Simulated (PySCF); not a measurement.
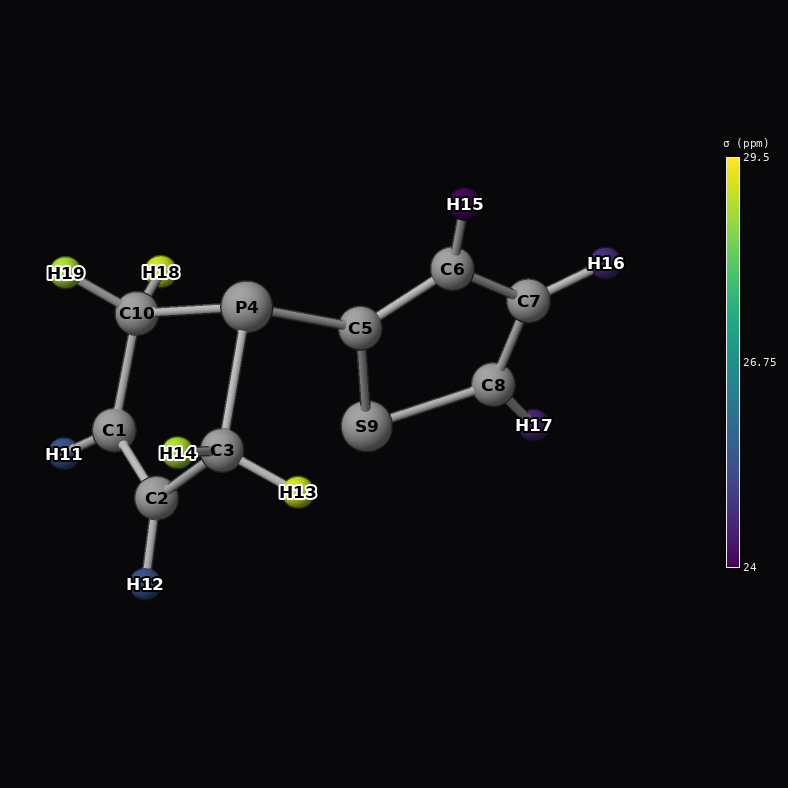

Atoms are coloured by their isotropic NMR shieldings (H only, the others grey). Computed geometry: GFN2-xTB optimisation. No frequency run is at hand to confirm it as a minimum. Level of theory: GIAO PBE0/pcSseg-1 NMR shielding, non-relativistic, gas phase (PySCF 2.14.0).

Give the isotropic NMR shieldings of the H atoms atom by atom.

| atom | σ (ppm) |
| --- | --- |
| H11 | 25.42 |
| H12 | 25.42 |
| H13 | 29.06 |
| H14 | 28.78 |
| H15 | 24.14 |
| H16 | 24.74 |
| H17 | 24.55 |
| H18 | 29.05 |
| H19 | 28.78 |

The geometry is semi-empirical. Around P such bond lengths and angles can be off by a tenth of an ångström or more and by several degrees, and values that hang on the shape move with them.
